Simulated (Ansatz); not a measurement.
**AsF3 (arsenic trifluoride) at PBE0/cc-pVDZ**

What is the electronic atomisation energy of AsF3 (arsenic trifluoride) at PBE0/cc-pVDZ? 

Program for the calculation: Ansatz 0.2.0.

33 further runs of the same task are left out: 3 that didn't finish, 30 set aside as unsound or not needed.

## 1. Starting point

The species is AsF3 (4 atoms), meant as a singlet with charge 0. As SMILES, `F[As](F)F`. Geometry: relaxed at PBE0-D4/def2-TZVP.

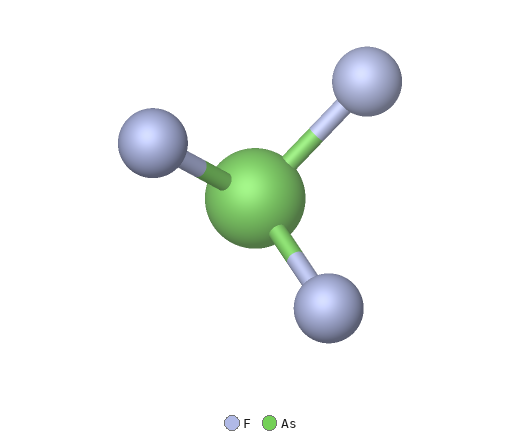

The structure, seen from a chosen angle (fluorine light blue, arsenic green).

## 2. A single-point energy at PBE0/cc-pVDZ

The input, job.yaml:

```yaml
basis:
  gaussian:
    orbitals: cc-pVDZ
crystal:
  periodic: [false, false, false]
  atoms:
    - {symbol: F, position_ang: [-0.445870, 0.395590, 1.362650]}
    - {symbol: As, position_ang: [-0.461950, -0.457240, -0.125630]}
    - {symbol: F, position_ang: [1.203970, -0.865930, -0.112740]}
    - {symbol: F, position_ang: [-0.296160, 0.927580, -1.124280]}
hamiltonian:
  xc: pbe0
accuracy: high
output:
  orbitals: {seedname: orbitals}
```

Run with:

```sh
$ ansatz run job.yaml --threads 1 --pin off --max-ram 3480MiB --events-out events.jsonl --progress --plain --runs-dir runs
```

The log of the run:

```text
Warning: RAYON_NUM_THREADS=1 ignored (pool sized by the plan → 1); use --threads N
Functional definition: PBE0
  name "PBE0"
  parameter a = 0.25
  parameter kappa = 0.804
  parameter beta = 0.06672455060314922
  exchange = (1 - a)*pbe_x(kappa = kappa, mu = beta*pi^2/3) + a*exact_x
  correlation = pbe_c(beta = beta)
1414 factors; integrals over basis functions are off by at most 4.5e-9 eV
mean field evaluation 1: about -68973.9786 eV, gradient 4.9e1 eV
mean field evaluation 2: about -68967.2494 eV, gradient 8.2e1 eV
mean field evaluation 4: about -68977.8808 eV, gradient 1.1e0 eV
mean field evaluation 8: about -68977.9803 eV, gradient 2.4e-2 eV
mean field evaluation 16: about -68977.9803 eV, gradient 1.5e-6 eV
mean field -68977.98034002 eV, -2534.8940225413 hartree, gradient 2.6e-8 eV, S^2 0.000000; 0 other end points of the search recorded, 0 dependent functions left out
reference -68977.98034149 eV, -2534.8940225955 hartree; 30, 30 occupied and 39, 39 virtual orbitals, 1414 factors
Total energy: -68977.98034149 eV, -2534.8940225955 hartree
```

It took 4.5 s on 1 thread of Arm Neoverse V2, shared host; peak memory 0.21 GiB.

## 3. The As atom, same level

The input, in.yaml:

```yaml
basis:
  gaussian:
    orbitals: cc-pVDZ
crystal:
  periodic: [false, false, false]
  atoms:
    - {symbol: As, position_ang: [0.000000, 0.000000, 0.000000]}
magnetization:
  spin_polarized: true
  initial_magnetization: 3
hamiltonian:
  xc: {name: PBE0}
accuracy: high
```

Run the same way, it converges to -2235.51319 Eh (log not shown).

## 4. The F atom

The input, input.yaml:

```yaml
crystal:
  periodic: [false, false, false]
  atoms:
    - {symbol: F, position_ang: [0.000000, 0.000000, 0.000000]}
basis:
  gaussian:
    orbitals: cc-pVDZ
accuracy: high
hamiltonian:
  xc: {name: PBE0}
magnetization:
  spin_polarized: true
  initial_magnetization: 1
```

Run with:

```sh
$ ansatz run input.yaml --threads 1 --pin off --max-ram 3480MiB --events-out events.jsonl --progress --plain --runs-dir runs
```

The log of the run, cut to the lines that bear on the results:

```text
Warning: RAYON_NUM_THREADS=1 ignored (pool sized by the plan → 1); use --threads N
[... 7 set-up lines as earlier in the session ...]
96 factors; integrals over basis functions are off by at most 1.7e-9 eV
mean field evaluation 1: about -2711.1618 eV, gradient 5.0e0 eV
mean field evaluation 2: about -2711.2170 eV, gradient 1.6e0 eV
mean field evaluation 4: about -2711.2247 eV, gradient 2.3e-2 eV
mean field evaluation 8: about -2711.2247 eV, gradient 2.0e-4 eV
mean field -2711.22466638 eV, -99.6356687552 hartree, gradient 3.1e-9 eV, S^2 0.750912; 0 other end points of the search recorded, 0 dependent functions left out
reference -2711.22466673 eV, -99.6356687682 hartree; 5, 4 occupied and 9, 10 virtual orbitals, 96 factors
Total energy: -2711.22466673 eV, -99.6356687682 hartree
```

It took 0.26 s on 1 thread of Arm Neoverse V2, shared host.

## 5. Summary of results

At PBE0/cc-pVDZ:

| quantity | value |
| --- | --- |
| molecule: total energy | -2534.89402 Eh |
| molecule: HOMO energy | -9.60 eV |
| molecule: LUMO energy | -0.61 eV |
| molecule: HOMO–LUMO gap | 8.99 eV |
| As atom: total energy | -2235.51319 Eh |
| As atom: ⟨S²⟩ | 3.750 |
| F atom: total energy | -99.63567 Eh |
| F atom: ⟨S²⟩ | 0.751 |
| electronic atomisation energy | 12.894 eV |

What this shows: Taking the molecule apart into free atoms costs 12.89 eV (297 kcal/mol), before zero-point energy and without spin-orbit coupling.
